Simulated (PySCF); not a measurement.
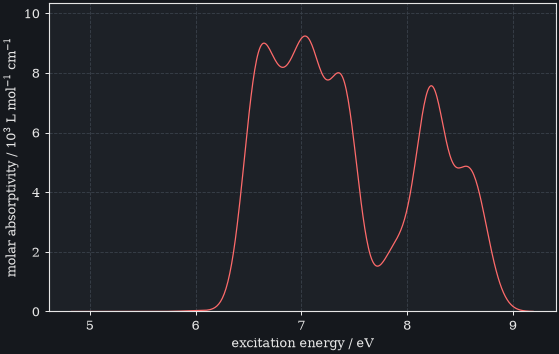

Vertical TDDFT excitations, ωB97X-D/def2-SVPD in PySCF, at a PBE0-D3(BJ)/def2-SVP geometry (no frequency check), gas phase. Only the first 10 singlet excitations are included; each is broadened by a Gaussian of 1/e half-width 0.20 eV.

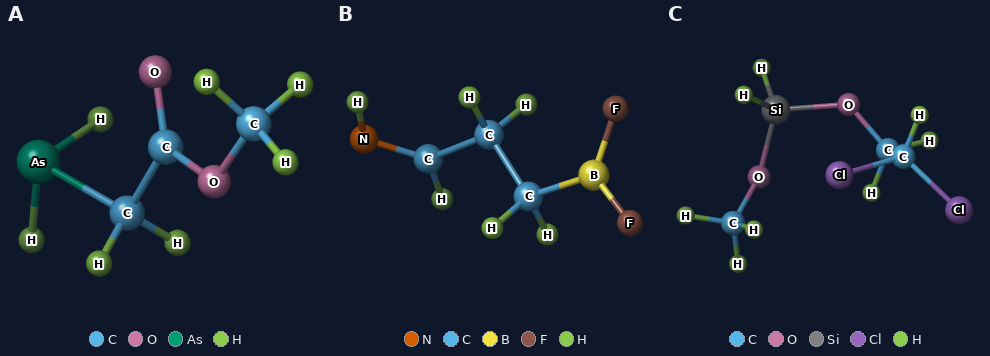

### Whose absorption spectrum is this? The candidates are drawn in the second picture.

Structure A, C₃H₇AsO₂, SMILES COC(=O)C[AsH2]. Its lowest singlet lies at 6.03 eV (f = 0.000) and the brightest of those computed is S2 at 6.59 eV (188 nm), f = 0.094, mainly HOMO → LUMO (81 %).

Known limits of this run: one conformer of a flexible molecule; core orbitals are frozen in the response.
